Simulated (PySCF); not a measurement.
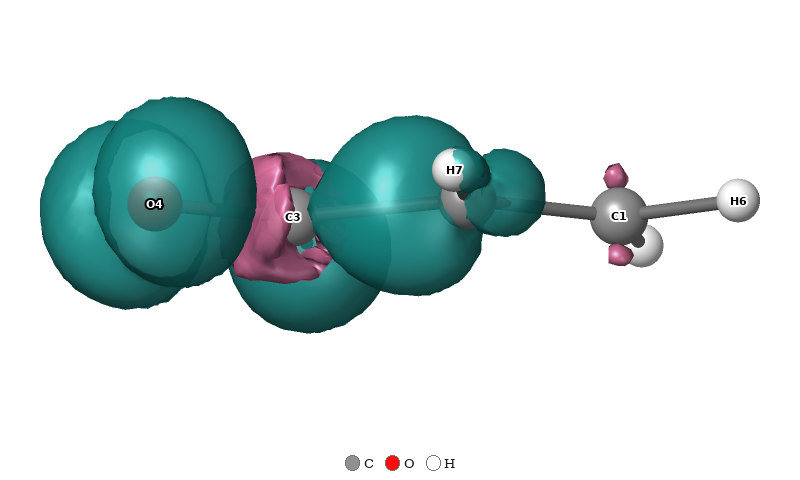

*C3H4O (SMILES [CH2+][CH]C=O) (charge +1, doublet). Isosurfaces of the spin density (α minus β) at +0.04 (teal) and −0.04 e/Å³ (pink), seen from one side.*

Geometry: GFN2-xTB.

These are results of UKS B3LYP, pcH-1 on C H O, non-relativistic, mean-field spin-orbit, GIAO (PySCF 2.14.0, density-fitted response routines), not measurements.

```xyz
8

C    -1.1277   -0.2258    0.4430
C     0.0407    0.3613    0.2980
C     1.1200   -0.0067   -0.6549
O     2.1697    0.4872   -0.8189
H    -1.4950   -1.0811   -0.1118
H    -1.8363    0.1451    1.1821
H     0.3483    1.2233    0.8944
H     0.7894   -0.8939   -1.2567
```

Question: Where is the unpaired spin?

Answer: The unpaired spin (1 electron) lies mostly on O4 (about 0.6), H8 (about 0.1), C2 (about 0.1) and C3 (about 0.1), in electrons by Hirshfeld's partition.
